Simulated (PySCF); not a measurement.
**C$_{3}$H$_{7}$FPSi$_{2}$ (doublet): density, localisation and related maps**

Input

```
{"job": {"kind": "epr", "basis": "pcH-1"}, "charge": 0, "multiplicity": 2}
C     -3.463904     0.646142     0.592712
C     -2.341196     0.253412    -0.025501
C     -1.319733    -0.108770    -0.619856
Si     0.260647    -0.654037    -1.347668
Si     1.798518    -0.864390     0.404369
F      2.917384    -1.927692    -0.099230
P      2.971489     0.943119     1.031503
H     -4.205607    -0.070965     0.897237
H     -3.649081     1.685847     0.796677
H      0.701339     0.355987    -2.326214
H      0.063604    -1.934542    -2.036437
H      1.336563    -1.501105     1.639271
H      3.087366     1.483587    -0.239145
H      1.841932     1.692933     1.310116
```

Run with:

```sh
OMP_NUM_THREADS=1 python probes_run.py task.json out
```

Geometry: GFN2-xTB.

The calculation used UKS B3LYP, pcH-1 on C F H P Si, non-relativistic, mean-field spin-orbit, GIAO in PySCF 2.14.0, density-fitted response routines.

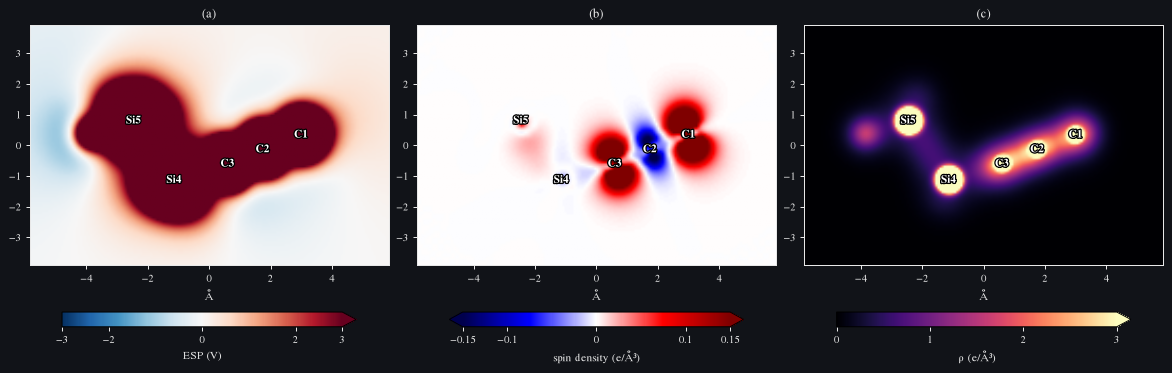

Figure 1. (a) electrostatic potential; (b) spin density; (c) total electron density on the plane of atoms C3, Si4 and Si5.

Q: Read the bonding off the picture.

A: The plane passes through C and Si nuclei.
C–C (1.24 Å): ρ at the midpoint is about 2.6 e/Å³.
C–Si (1.82 Å): ρ at the midpoint is about 0.95 e/Å³.
Si–Si (2.34 Å): ρ is about 0.67 e/Å³ halfway.
C–C (1.34 Å): ρ is about 2.2 e/Å³ halfway.
The unpaired spin (1 electron) lies mostly on C1 (about 0.5) and C3 (about 0.4), in electrons by Hirshfeld's partition.
Outside the dense part of the molecule the potential is most negative (−1.1 V) near F6, which lies off the plane.

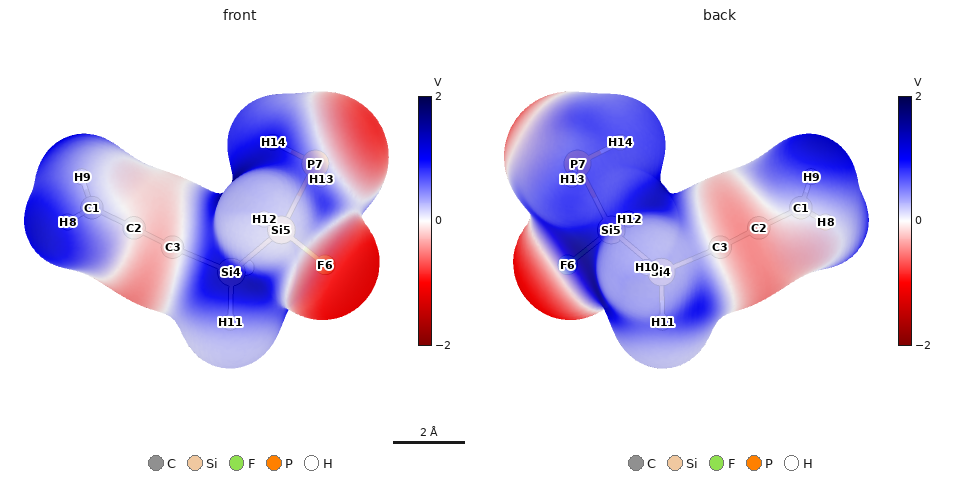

Figure 2. The molecular electrostatic potential painted on the density surface at 0.002 e/bohr³, seen from the front and from behind; red is negative and blue positive.

Q: Describe the electrostatic potential map.

A: The most negative region (about −1.1 V) lies over F6, the most positive (about +1.6 V) over Si4 and Si5.
